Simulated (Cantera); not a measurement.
A closed system holds: 1 mol Cu, 0.13 mol CO, 72 mol H₂, equilibrated at 14.0 mbar.

These are equilibrium values from Cantera (NASA tables, ideal gas, pure condensed phases), not measurements of a reactor. Candidate condensed phases: C, C₆H₆, C₇H₈, C₈H₁₈, Cu, CuO, Cu(OH)₂, Cu₂O, H₂O; 113 gas species. Equilibrium is a limit: real reactors are often held back by kinetics, nucleation or transport.

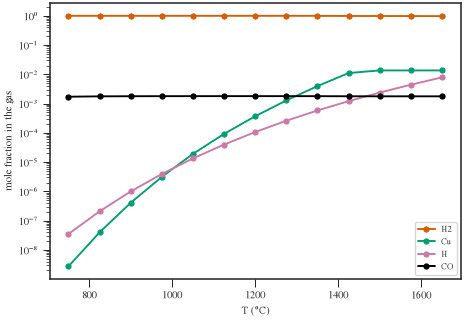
Fig. 1. Equilibrium gas composition (values under 1e-9 drawn at 1e-9)

Task: Read off the mole fractions at 1200 °C.

Result: H₂ about 1.00, CO about 0.0018, Cu about 0.00037, H about 0.00011.
